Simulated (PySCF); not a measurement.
CH2O2, SMILES `O=CO`.

Method: PBE0/cc-pVDZ; geometry: GFN2-xTB; program: PySCF. No frequency check shows the geometry to be a minimum.

Geometry (Å), atoms numbered from 1:

```
O1       1.1284    0.2627    0.0000
C2       0.1311   -0.3916    0.0000
O3      -1.1021    0.0853    0.0000
H4       0.1002   -1.4918    0.0000
H5      -1.0975    1.0580    0.0000
```

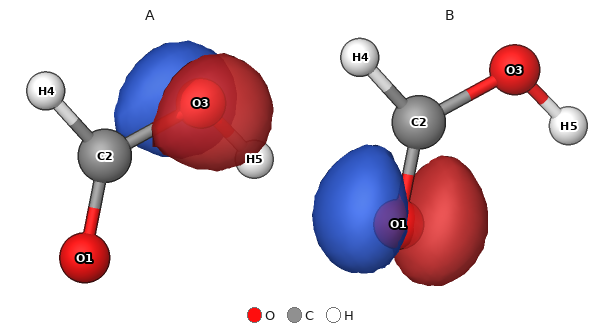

Pipek–Mezey orbitals, occupied; each surface holds about 70 % of the orbital's density. Energies are diagonal elements of the Fock matrix.

**Name the orbitals, with their atomic make-up and energies.**

By panel:
- A: lone pair on O3 (p-type) (O3 89 %, C2 9 %; −11.1 eV)
- B: lone pair on O1 (p-type) (O1 91 %, C2 6 %; −9.1 eV)

The PySCF run took 3 s on 1 thread of Arm Neoverse V1, on a shared host, peak memory 0.26 GiB.
